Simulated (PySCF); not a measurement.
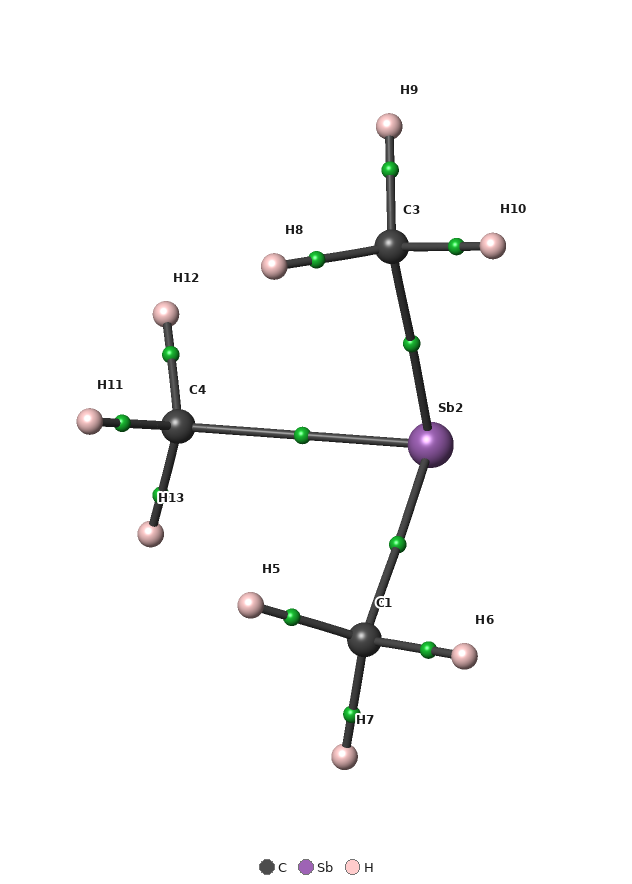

Figure. C$_{3}$H$_{9}$Sb, SMILES `C[Sb](C)C`. Molecular graph of the electron density (QTAIM): bond paths, bond critical points (green), ring points (magenta, if any); weak paths are dashed.

Level of theory: PBE/def2-TZVP (PySCF), at a geometry from GFN2-xTB. Core potentials replace the inner electrons of Sb; spin–orbit coupling isn't included. No frequency check shows the geometry to be a minimum. GFN2-xTB bond lengths at metals and heavier atoms can be off by up to 0.1 Å and shapes distorted, which carries into these values.

How many critical points of each kind are there, and does the count close?

Answer. 13 nuclei, 12 bond, 0 ring and 0 cage critical points: 13 − 12 + 0 − 0 = 1, as the Poincaré–Hopf relation requires.

Give the properties at the bond critical points.

Answer.
| bond | length (Å) | ρ (a.u.) | ∇²ρ (a.u.) | ε | H (a.u.) |
| --- | --- | --- | --- | --- | --- |
| C3–H10 (5 alike) | 1.083 | 0.276 | −0.92 | 0.02 | −0.277 |
| C3–H8 (3 alike) | 1.085 | 0.276 | −0.91 | 0.02 | −0.275 |
| C3–H9 | 1.087 | 0.274 | −0.90 | 0.02 | −0.272 |
| Sb2–C4 (3 alike) | 2.169 | 0.106 | +0.06 | 0.02 | −0.045 |

What kind of interaction is C3–H8?

Answer. Shared-shell (covalent): ρ = 0.276, ∇²ρ = −0.91, H = −0.275 a.u.
